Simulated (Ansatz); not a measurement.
# Ba2N (R-3m): lattice stability ahead of a resistivity run

Question: is the lattice of Ba2N (R-3m) stable, and if so, what are its coupling constant and resistivity?

Main program and level: Ansatz 0.2.0; DFT PBEsol, scalar-relativistic, plane waves, PAW; PAW set soft_1.

### 1. The structure

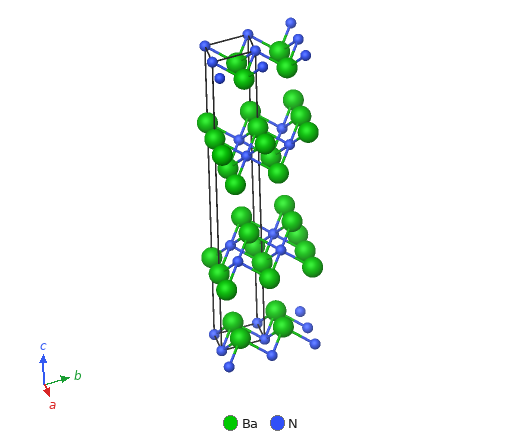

The starting structure, seen slightly off an axis (barium green, nitrogen blue). 2×2×1 cells are drawn. This picture shows the conventional cell, with its axes. Bonds to atoms that aren't drawn are left out. Some periodic images of atoms are drawn too.

### 2. Relaxing cell and atoms

Lattice constant and positions set the bands and the force constants, so the cell is relaxed first.

Contents of input.yaml:

```yaml
crystal:
  lattice:
    - [2.0145, 1.1630721173, 7.475]
    - [-2.0145, 1.1630721173, 7.475]
    - [0.0, -2.3261442346, 7.475]
  atoms:
    - { symbol: Ba, position: [0.26647, 0.26647, 0.26647] }
    - { symbol: Ba, position: [0.73353, 0.73353, 0.73353] }
    - { symbol: "N", position: [0.0, 0.0, 0.0] }
kpoints:
  mp_grid: { grid: [9, 9, 9] }
hamiltonian:
  xc: pbesol
  pseudopotentials: { kind: paw, azcp: { folder: soft_1 }, xc_functional: pbe }
scf:
  occupations: { method: gaussian, width: 0.1 }
output:
  forces: true
  stress: true
  eigenvalues: true
  write_density: true
  write_potential: true
  elf: true
  volumetric_format: npy
relax:
  adjacent_minimum: "off"
  f_tol: 0.005
  max_steps: 80
  cell: { stress_tol: 0.05 }
```

On the command line:

```console
$ ansatz run input.yaml --threads 4 --pin off --max-ram 12288MiB --backend cpu --events-out ev --progress --plain --runs-dir out
```

Numbers of over 12 decimals in the logs are rounded to 6 here.

Log:

```text
basis.fft_grid_basis auto: the FFT boxes are laid along the combinations [[1, -1, 0], [0, 1, 0], [0, -1, 1]] of the cell's own vectors, 4.029, 7.829 and 4.029 Å long. The dense box has 27×54×27 points. Along the cell's own vectors, as sized, it would have 54×54×54, 4.00 times as many. Of the 12 symmetry operations that the crystal satisfies within crystal.symmetry.tolerance (time reversal apart; of a slab, those that [...]
Engine: ansatz 0.2.0, aarch64-unknown-linux-gnu
Pseudopotentials: kind: paw
Pseudopotential: Ba, paw, valence charge 10, recommended cutoff 420 eV (normal), soft_1/Ba.paw.azcp
Pseudopotential: N, paw, valence charge 5, recommended cutoff 420 eV (normal), soft_1/N.paw.azcp
Functional definition: PBEsol
  exchange = pbesol_x
  correlation = pbesol_c
Crystal: 3 atoms, lattice volume = 105.084 Å³
Basis set: ecut = 420 eV, 2047 PW (Γ), FFT grids on a1−a2, a2, −a2+a3, exchange–correlation on 54×108×54 points (8 copies of the dense FFT grid, shifted against one another)
Bands: 17, of which v1, the nominal top of the filled ones, is band 13 counted from 1 (12 counted from 0)
Symmetry: 12 space group operations
Space group: R-3m (ITA 166), of the structure as read, at distance tolerance 4.7e-5 Å
k-points: 85 of 729
Non-local potential: Ba, projectors of the file, l = 0: 3, l = 1: 2, l = 2: 2, l = 3: 2
Non-local potential: N, projectors of the file, l = 0: 2, l = 1: 2, l = 2: 1
PAW form: soft (Blöchl's): semilocal exchange-correlation on the pseudo side does not see the compensation charge
PAW frozen core: Ba, regenerated for the run's functional, and the local potential with it (the file was generated under x = pbe(κ = 0.804, μ = 0.219515), c = pbe(β = 0.066725))
PAW frozen core: N, regenerated for the run's functional, and the local potential with it (the file was generated under x = pbe(κ = 0.804, μ = 0.219515), c = pbe(β = 0.066725))
PAW one-centre angular grid: Ba, 194 points (default); XC on 64 Gauss nodes
PAW one-centre angular grid: N, 110 points (default); XC on 64 Gauss nodes
Initial density: superposition of atomic densities (chi_scale 0.1, normalization cell, long waves kept (reshape's long-wave potential 0.29 eV rms))
Initial wavefunctions: pseudopotential atomic-orbital guess
Functional: x = pbesol(κ = 0.804, μ = 0.123457), c = pbesol(β = 0.046)
SCF iter   1: F=—  HF=-12105.813316 eV  |F-HF|=—  |Δ(HF+E_count)|=         —  Δρ=3.63e-2  dr2=1.29e0  ethr=3.10e-3  ⟨swp⟩=6.5  Hψ=8285  notcnv=0
preconditioner: auto → Kerker (q_TF=auto, 2.148 Å⁻¹)  [metal: Δε(μ)=0.051 eV  Ē_g=11.088 eV  σ=0.100 eV  W_gap=0.28  n_scr=22 (ndim 8)  ℏωp=16.6 eV  f_vac=0.000  D(μ)=2.78/eV (n_scr^D=22)]
SCF iter   2: F=—  HF=-12105.643447 eV  |F-HF|=—  |Δ(HF+E_count)|=   1.70e-1  Δρ=1.41e-2  dr2=5.96e-1  ethr=3.10e-3  ⟨swp⟩=2.4  Hψ=2892  notcnv=0  defer=9
SCF iter   3: F=—  HF=-12105.586712 eV  |F-HF|=—  |Δ(HF+E_count)|=   5.67e-2  Δρ=1.04e-2  dr2=2.11e-1  ethr=2.38e-3  ⟨swp⟩=2.0  Hψ=1679  notcnv=0  defer=9
SCF iter   4: F=—  HF=-12105.558069 eV  |F-HF|=—  |Δ(HF+E_count)|=   2.86e-2  Δρ=3.33e-3  dr2=3.60e-2  ethr=8.44e-4  ⟨swp⟩=2.0  Hψ=2188  notcnv=0  defer=9
SCF iter   5: F=—  HF=-12105.554401 eV  |F-HF|=—  |Δ(HF+E_count)|=   3.67e-3  Δρ=5.81e-4  dr2=1.78e-3  ethr=1.44e-4  ⟨swp⟩=2.6  Hψ=2245  notcnv=0  defer=9
SCF iter   6: F=—  HF=-12105.554241 eV  |F-HF|=—  |Δ(HF+E_count)|=   1.60e-4  Δρ=1.03e-4  dr2=4.87e-5  ethr=7.13e-6  ⟨swp⟩=2.5  Hψ=2234  notcnv=0  defer=9
SCF iter   7: F=—  HF=-12105.554239 eV  |F-HF|=—  |Δ(HF+E_count)|=   1.92e-6  Δρ=3.22e-5  dr2=3.85e-6  ethr=1.95e-7  ⟨swp⟩=2.6  Hψ=2268  notcnv=0  defer=9
SCF iter   8: F=—  HF=-12105.554239 eV  |F-HF|=—  |Δ(HF+E_count)|=   3.79e-7  Δρ=9.08e-6  dr2=1.65e-7  ethr=1.54e-8  ⟨swp⟩=2.6  Hψ=2239  notcnv=0  defer=9
SCF iter   9: F=-12105.554239 eV  HF=-12105.554239 eV  |F-HF|=5.51e-9  |Δ(HF+E_count)|=   9.96e-8  Δρ=2.27e-6  dr2=1.84e-8  ethr=4.00e-10  ⟨swp⟩=10.3  Hψ=10640  notcnv=0
SCF 1 converged in 9 iterations: F = -12105.554239 eV  dr2 = 1.84e-8
  greatest PAW one-centre occupation: 0.957 electrons in one spin orbital (limit 2), on the Ba atom at site 1 (counted from 0), in its partial waves of l = 0
relax step   1: F+E_penalty+E_count = -12105.55423913 eV  Δ(F+E_penalty+E_count) = +0.000e0 eV  max|allowed force component| = 3.649e-1 eV/Å  Δτ_max = 0.0000 Å  P = -1.841 GPa  Ω = 105.084 Å³  (9 SCF iters, dr2 threshold 1.00e-7 eV, accepted)
Crystal: 3 atoms, lattice volume = 100.466 Å³
Basis set: ecut = 420 eV, 1987 PW (Γ), FFT grids on a1−a2, a2, −a2+a3, exchange–correlation on 54×108×54 points (8 copies of the dense FFT grid, shifted against one another)
Initial density: handed on by an earlier stage of this run
Initial wavefunctions: those handed on with the density
SCF iter   1: F=—  HF=-12105.614016 eV  |F-HF|=—  |Δ(HF+E_count)|=         —  Δρ=2.26e-2  dr2=1.65e0  ethr=3.10e-3  ⟨swp⟩=7.0  Hψ=8411  notcnv=0
preconditioner: auto → Kerker (q_TF=auto, 2.164 Å⁻¹)  [metal: Δε(μ)=0.015 eV  Ē_g=11.408 eV  σ=0.100 eV  W_gap=0.08  n_scr=22 (ndim 8)  ℏωp=17.0 eV  f_vac=0.000  D(μ)=2.60/eV (n_scr^D=22)]
SCF iter   2: F=—  HF=-12105.412454 eV  |F-HF|=—  |Δ(HF+E_count)|=   2.02e-1  Δρ=9.96e-3  dr2=4.00e-1  ethr=3.10e-3  ⟨swp⟩=2.1  Hψ=2801  notcnv=0  defer=8
SCF iter   3: F=—  HF=-12105.364868 eV  |F-HF|=—  |Δ(HF+E_count)|=   4.76e-2  Δρ=4.85e-3  dr2=2.24e-1  ethr=1.60e-3  ⟨swp⟩=1.6  Hψ=1493  notcnv=0  defer=8
SCF iter   4: F=—  HF=-12105.322478 eV  |F-HF|=—  |Δ(HF+E_count)|=   4.24e-2  Δρ=1.57e-3  dr2=2.26e-3  ethr=8.98e-4  ⟨swp⟩=3.4  Hψ=2571  notcnv=0  defer=8
SCF iter   5: F=—  HF=-12105.322614 eV  |F-HF|=—  |Δ(HF+E_count)|=   1.36e-4  Δρ=5.08e-4  dr2=1.33e-3  ethr=9.03e-6  ⟨swp⟩=2.6  Hψ=2704  notcnv=0  defer=8
SCF iter   6: F=—  HF=-12105.322410 eV  |F-HF|=—  |Δ(HF+E_count)|=   2.04e-4  Δρ=1.07e-4  dr2=3.29e-5  ethr=5.31e-6  ⟨swp⟩=2.0  Hψ=1636  notcnv=0  defer=8
SCF iter   7: F=—  HF=-12105.322414 eV  |F-HF|=—  |Δ(HF+E_count)|=   4.47e-6  Δρ=2.74e-5  dr2=1.49e-6  ethr=1.32e-7  ⟨swp⟩=2.4  Hψ=1958  notcnv=0  defer=7
SCF iter   8: F=-12105.322415 eV  HF=-12105.322415 eV  |F-HF|=1.68e-9  |Δ(HF+E_count)|=   6.02e-7  Δρ=7.11e-6  dr2=1.14e-7  ethr=1.20e-9  ⟨swp⟩=11.5  Hψ=11688  notcnv=0
SCF 2 converged in 8 iterations: F = -12105.322415 eV  dr2 = 1.14e-7
relax step   2: F+E_penalty+E_count = -12105.32241460 eV  Δ(F+E_penalty+E_count) = +2.318e-1 eV  max|allowed force component| = 1.544e0 eV/Å  Δτ_max = 0.1949 Å  P = +3.540 GPa  Ω = 100.466 Å³  energy of the carried Pulay correction = +2.267e-3 eV  (8 SCF iters, dr2 threshold 3.00e-7 eV, rejected (line search))
Crystal: 3 atoms, lattice volume = 100.856 Å³
SCF iter   1: F=—  HF=-12105.839645 eV  |F-HF|=—  |Δ(HF+E_count)|=         —  Δρ=2.39e-2  dr2=1.71e0  ethr=3.10e-3  ⟨swp⟩=6.8  Hψ=8016  notcnv=0
preconditioner: auto → Kerker (q_TF=auto, 2.162 Å⁻¹)  [metal: Δε(μ)=0.001 eV  Ē_g=10.740 eV  σ=0.100 eV  W_gap=0.01  n_scr=22 (ndim 8)  ℏωp=16.9 eV  f_vac=0.000  D(μ)=2.26/eV (n_scr^D=16)]
SCF iter   2: F=—  HF=-12105.672868 eV  |F-HF|=—  |Δ(HF+E_count)|=   1.67e-1  Δρ=1.30e-2  dr2=2.78e-1  ethr=3.10e-3  ⟨swp⟩=2.2  Hψ=2861  notcnv=0  defer=7
SCF iter   3: F=—  HF=-12105.632014 eV  |F-HF|=—  |Δ(HF+E_count)|=   4.09e-2  Δρ=4.39e-3  dr2=1.61e-1  ethr=1.11e-3  ⟨swp⟩=2.0  Hψ=2053  notcnv=0  defer=7
SCF iter   4: F=—  HF=-12105.606880 eV  |F-HF|=—  |Δ(HF+E_count)|=   2.51e-2  Δρ=2.26e-3  dr2=5.04e-2  ethr=6.44e-4  ⟨swp⟩=1.0  Hψ=1450  notcnv=0  defer=7
SCF iter   5: F=—  HF=-12105.596249 eV  |F-HF|=—  |Δ(HF+E_count)|=   1.06e-2  Δρ=5.87e-4  dr2=3.55e-3  ethr=2.01e-4  ⟨swp⟩=1.7  Hψ=1970  notcnv=0  defer=7
SCF iter   6: F=—  HF=-12105.595542 eV  |F-HF|=—  |Δ(HF+E_count)|=   7.08e-4  Δρ=9.76e-5  dr2=4.70e-5  ethr=1.42e-5  ⟨swp⟩=2.4  Hψ=2115  notcnv=0  defer=7
SCF iter   7: F=—  HF=-12105.595540 eV  |F-HF|=—  |Δ(HF+E_count)|=   1.77e-6  Δρ=2.72e-5  dr2=1.45e-6  ethr=1.88e-7  ⟨swp⟩=2.4  Hψ=2169  notcnv=0  defer=7
SCF iter   8: F=—  HF=-12105.595541 eV  |F-HF|=—  |Δ(HF+E_count)|=   6.19e-7  Δρ=7.31e-6  dr2=1.51e-7  ethr=5.78e-9  ⟨swp⟩=2.5  Hψ=2344  notcnv=0  defer=7
SCF iter   9: F=—  HF=-12105.595541 eV  |F-HF|=—  |Δ(HF+E_count)|=   3.17e-9  Δρ=1.58e-6  dr2=4.86e-9  ethr=6.03e-10  ⟨swp⟩=2.1  Hψ=1740  notcnv=0  defer=7
SCF iter  10: F=—  HF=-12105.595541 eV  |F-HF|=—  |Δ(HF+E_count)|=   2.03e-9  Δρ=3.78e-7  dr2=2.57e-10  ethr=1.95e-11  ⟨swp⟩=2.4  Hψ=2306  notcnv=0  defer=7
SCF iter  11: F=-12105.595541 eV  HF=-12105.595541 eV  |F-HF|=3.64e-12  |Δ(HF+E_count)|=  1.06e-10  Δρ=1.15e-7  dr2=2.29e-11  ethr=1.00e-12  ⟨swp⟩=7.3  Hψ=8187  notcnv=0
SCF 3 converged in 11 iterations: F = -12105.595541 eV  dr2 = 2.29e-11
relax step   3: F+E_penalty+E_count = -12105.59554052 eV  Δ(F+E_penalty+E_count) = -4.130e-2 eV  max|allowed force component| = 3.370e-2 eV/Å  Δτ_max = 0.0174 Å  P = -0.324 GPa  Ω = 100.856 Å³  energy of the carried Pulay correction = +2.071e-3 eV  (11 SCF iters, accepted)
[...]
relax step   4: F+E_penalty+E_count = -12105.59923913 eV  Δ(F+E_penalty+E_count) = -3.699e-3 eV  max|allowed force component| = 1.361e-3 eV/Å  Δτ_max = 0.0040 Å  P = +0.056 GPa  Ω = 99.834 Å³  energy of the carried Pulay correction = +2.585e-3 eV  (6 SCF iters, dr2 threshold 3.00e-7 eV, accepted)
[...]
relax step   5: F+E_penalty+E_count = -12105.59915784 eV  Δ(F+E_penalty+E_count) = +8.129e-5 eV  max|allowed force component| = 2.407e-3 eV/Å  Δτ_max = 0.0038 Å  P = +0.001 GPa  Ω = 100.192 Å³  energy of the carried Pulay correction = +2.405e-3 eV  (6 SCF iters, dr2 threshold 2.88e-8 eV, accepted)
Initial wavefunctions: pseudopotential atomic-orbital guess (no wavefunctions were taken with the density)
iter 1 solved again at ethr=2.78e-6 eV; its pass at ethr=3.10e-3 eV (dr2=6.95e-4 eV) is discarded
SCF iter   1: F=—  HF=-12105.597242 eV  |F-HF|=—  |Δ(HF+E_count)|=         —  Δρ=8.82e-5  dr2=1.25e-6  ethr=2.78e-6  ⟨swp⟩=2.3  Hψ=11418  notcnv=0
eigensolver tolerance schedule: the retry pair's looser diagonalisation over-reported the residual by 553.59 of it (diagonalisation noise at 0.99 of the residual, at the tolerance the schedule requests for it); recorded, not acted on — ethr = c·dr2/N_el stays at c = 1.0e-1
preconditioner: auto → Kerker (q_TF=auto, 2.165 Å⁻¹)  [metal: Δε(μ)=0.014 eV  Ē_g=11.020 eV  σ=0.100 eV  W_gap=0.08  n_scr=22 (ndim 8)  ℏωp=17.0 eV  f_vac=0.000  D(μ)=1.94/eV (n_scr^D=10)]
SCF iter   2: F=—  HF=-12105.597246 eV  |F-HF|=—  |Δ(HF+E_count)|=   4.54e-6  Δρ=4.66e-5  dr2=5.08e-7  ethr=5.01e-9  ⟨swp⟩=2.1  Hψ=2372  notcnv=0
SCF iter   3: F=—  HF=-12105.597247 eV  |F-HF|=—  |Δ(HF+E_count)|=   5.50e-7  Δρ=2.15e-5  dr2=8.18e-8  ethr=2.03e-9  ⟨swp⟩=2.0  Hψ=1717  notcnv=0
SCF iter   4: F=—  HF=-12105.597247 eV  |F-HF|=—  |Δ(HF+E_count)|=   1.56e-7  Δρ=9.51e-7  dr2=2.12e-9  ethr=3.27e-10  ⟨swp⟩=2.0  Hψ=2321  notcnv=0
SCF iter   5: F=—  HF=-12105.597247 eV  |F-HF|=—  |Δ(HF+E_count)|=  1.51e-10  Δρ=2.58e-7  dr2=2.17e-10  ethr=8.47e-12  ⟨swp⟩=2.0  Hψ=1720  notcnv=0
SCF iter   6: F=-12105.597247 eV  HF=-12105.597247 eV  |F-HF|=3.64e-12  |Δ(HF+E_count)|=  2.18e-11  Δρ=1.17e-7  dr2=1.77e-11  ethr=1.00e-12  ⟨swp⟩=6.1  Hψ=6523  notcnv=0
SCF 6 converged in 6 iterations: F = -12105.597247 eV  dr2 = 1.77e-11
relax step   6: F+E_penalty+E_count = -12105.59724718 eV  Δ(F+E_penalty+E_count) = +1.911e-3 eV  max|allowed force component| = 2.138e-3 eV/Å  Δτ_max = 0.0000 Å  P = -0.025 GPa  Ω = 100.192 Å³  stress off target by 3.30e-2 GPa  SCF on the basis re-selected at this cell (its energy is not comparable with the rows above)  (6 SCF iters)
basis re-selected at this cell: Δ(F+E_penalty+E_count) = +1.911e-3 eV, ΔP = -0.026 GPa vs the last step (what re-selecting the basis moved, of the pressure what is left beyond the Pulay correction that the steps carried, after the strain that the cell walked since its last selection, with what the two solves' SCF thresholds leave and, on support functions, any second-order correction that the steps lacked; it is no m [...]
SCF converged after 6 iterations
Free energy (F): -12105.597247 eV
Harris-Foulkes:  -12105.597247 eV  (|F-HF|=3.64e-12)
Internal energy: -12105.587563 eV  (E = F + TS)
E sigma→0 (E₀):  -12105.592405 eV
Entropy (-TS):   -0.009684 eV (-3.228 meV/atom)
Fermi energy:    8.174143 eV
--- Per-component energies (eV) ---
  E_band       = -102.127766
  E_kinetic    = 445.500319
  E_local      = -1270.931985  (includes V_loc(G=0)·N_el)
  E_nonlocal   = 225.526291
  E_hartree    = 467.228520
  E_xc         = -451.634621
  E_vxc        = -331.043480  (∫ρ·V_xc dr)
  E_paw        = -10343.517258  (= ΣΔE_a)
  E_vpaw       = -105.636833  (= ΣTr[D̂ρ^β])
  E_aug_tail   = 0.000789  (compensation charges beyond the density's cutoff)
  E_ewald      = -1178.090591
  E_core_change = 0.330974  (= ΣΔE_core)
  E_smearing   = -0.009684  (= −TS)
  E_closure    = 0.000000  (closes the sum)
  Σ components = -12105.597247   (vs F -12105.597247, Δ=0.00e0)
--- Forces (eV/Å), atoms counted from 1 ---
  atom   1  Ba    -0.00000000    -0.00000000    -0.00213826
  atom   2  Ba    -0.00000000     0.00000000     0.00213826
  atom   3  N      0.00000000     0.00000000     0.00000000
  max |Σ_I F_I| component: 1.30e-18 eV/Å
--- Stress (GPa, compression-positive) ---
       -0.032955       0.000000      -0.000000
        0.000000      -0.032955      -0.000000
       -0.000000      -0.000000      -0.008648
  P = ⅓ Tr σ = -0.0249 GPa (-0.249 kbar)
--- Band table (eV; the first three rows and the last of 85) ---
  k-point 0: bands = [... 9 lower, 5.2267, 6.0652, 6.0652, 6.6933, 9.7596, 10.1164, 10.6714, 10.6714]
  k-point 1: bands = [... 9 lower, 5.4480, 5.8455, 6.1302, 7.1594, 9.6224, 9.9659, 10.4780, 10.8647]
  k-point 2: bands = [... 9 lower, 5.6376, 6.1066, 6.2683, 7.6738, 9.0325, 10.0139, 10.5449, 10.9607]
  k-point 84: bands = [... 9 lower, 5.3730, 6.0212, 6.1322, 7.4411, 8.9608, 9.6178, 10.9472, 10.9701]
--- Relaxed structure (5 steps of the walk, 4 accepted, 1 SCFs on fresh bases) ---
  F+E_penalty+E_count = -12105.59724718 eV   max|allowed force component| = 2.138e-3 eV/Å   (the final SCF, on the basis selected at the relaxed cell)
  cell:  # Å, volume = 100.1919 Å³
    - [1.964398, 1.134146, 7.495202]
    - [-1.964398, 1.134146, 7.495202]
    - [0, -2.268291, 7.495202]
  atoms:
    - { symbol: Ba, position: [0.267592, 0.267592, 0.267592] }
    - { symbol: Ba, position: [0.732408, 0.732408, 0.732408] }
    - { symbol: N, position: [0, 0, 0] }
```

The job ended after 18 s (4 threads of Arm Neoverse V1, shared host; peak memory 0.49 GiB).

This run has no spin polarisation although its electron count is odd.

The steps of the relaxation:

```csv
step,energy less that of the first step (eV),largest force component (eV/Å),pressure (GPa),volume (Å³)
1,0.0000,0.3649,-1.84,105.08
2,0.2318,1.5444,3.54,100.47
3,-0.0413,0.0337,-0.32,100.86
4,-0.0450,0.0014,0.06,99.83
5,-0.0449,0.0024,0.00,100.19
6*,-0.0430,0.0021,-0.02,100.19
```

Relaxation steps marked * repeat the geometry before them on a plane-wave basis chosen anew for their cell, so energy and pressure can jump there. Relaxation step 2 was tried and not accepted.

The run keeps the 12 symmetry operations that it works with, so distortions that break them were not tested.

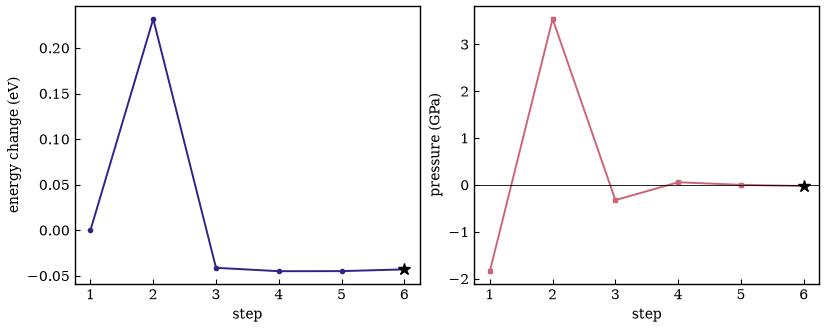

Energy and pressure along the relaxation. Stars mark steps on a basis chosen anew.

```csv
"conventional cell, symmetrised",before,after,change
a (Å),4.029,3.929,-2.5 %
b (Å),4.029,3.929,-2.5 %
c (Å),22.425,22.486,+0.3 %
volume (Å³/atom),35.03,33.40,-4.7 %
```

The atoms that moved most (Å, as changes of fractional coordinates times the final cell):

```csv
atom,dx,dy,dz,length
Ba2,0.000,0.000,-0.025,0.025
Ba1,0.000,0.000,0.025,0.025
```

Final coordinates:

```xyz
3
Lattice="1.9644 1.1341 7.4952 -1.9644 1.1341 7.4952 0.0000 -2.2683 7.4952" Properties=species:S:1:pos:R:3 pbc="T T T"
Ba    0.0000    0.0000    6.0170
Ba    0.0000    0.0000   16.4686
N     0.0000    0.0000    0.0000
```

Numbers from this step:

```yaml
pressure: -0.02485 GPa
volume_per_atom: 33.40 Å³/atom
metallic_on_mesh: yes
gap_on_the_k_mesh: 0 eV
```

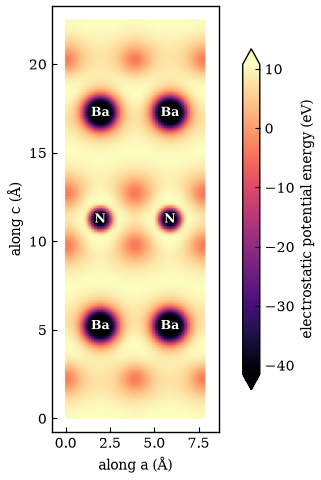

Electrostatic potential energy in the ac plane of the conventional cell at fractional y = 0.000, with atoms of Ba and N within 0.2 Å of it. With pseudopotentials it is smooth inside the atoms' cores, unlike the true potential. The map starts off the cell's origin, so that atoms lie inside it.

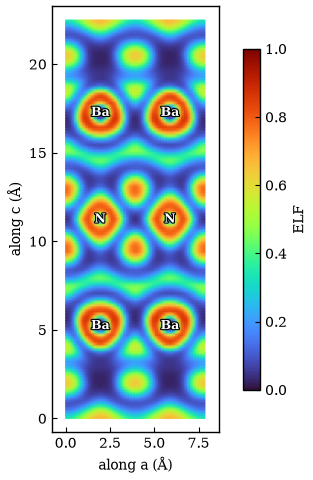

ELF in the ac plane of the conventional cell at fractional y = 0.000, with atoms of Ba and N within 0.2 Å of it. It is the smooth field of the valence electrons, not physical close to the nuclei. The map starts off the cell's origin, so that atoms lie inside it.

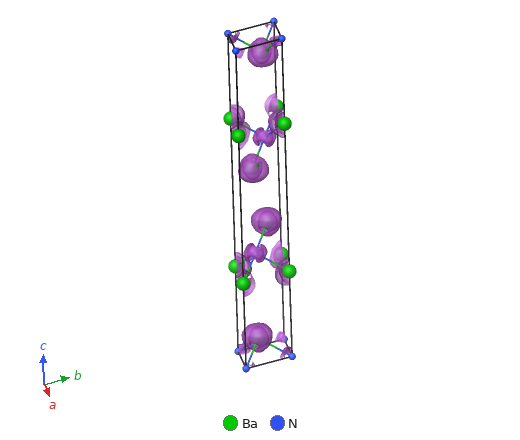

Surface of ELF = 0.8. Bonds to atoms that aren't drawn are left out.

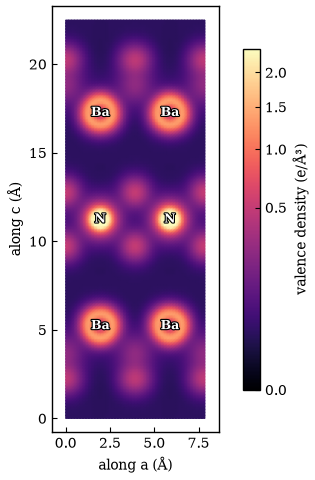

Valence density in the ac plane of the conventional cell at fractional y = 0.000, with atoms of Ba and N within 0.2 Å of it. It is the smooth field of the valence electrons, not physical close to the nuclei. The map starts off the cell's origin, so that atoms lie inside it. The colour scale is stretched toward low values.

The largest force is now 0.0021 eV/Å and the largest stress component 0.033 GPa.

(Part 1 of 4 ends here.)

[Logs are printed without paths, hosts, clocks, repeated set-up lines and the standing remarks that a program may print on its own settings, such as how far it seeks lower states.]

[Hosts, paths, dates, database ids (printed as entryN), source tags and the programs' standing remarks are cut or masked in the printed files.]
